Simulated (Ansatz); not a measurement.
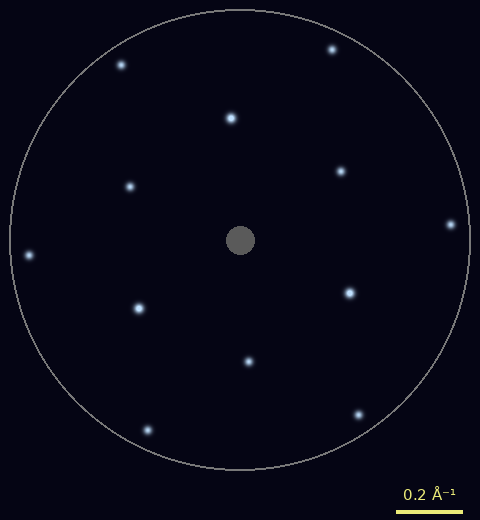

Simulated LEED pattern at 110 eV and normal incidence, from the upper face of a slab model. Spot positions follow from the surface net; brightness is a rough single-scattering estimate from the outer layers, good only for telling present from absent.

Question: What surface net do the spots show?

Answer: The spots form a hexagonal reciprocal net with shortest vectors 0.370 and 0.370 Å⁻¹ at 60.0°. The primitive real-space mesh has edges 3.12 and 3.12 Å at 60.0° (or its supplement) and area 8.4 Å².

The slab has composition MoSeO (3 atoms a cell, 2.8 Å thick). Structure: the geometry relaxed with DFT, r2SCAN, plane waves, PAW (Ansatz 0.2.0); the starting structure was generated, so it need not be a known form of this composition.
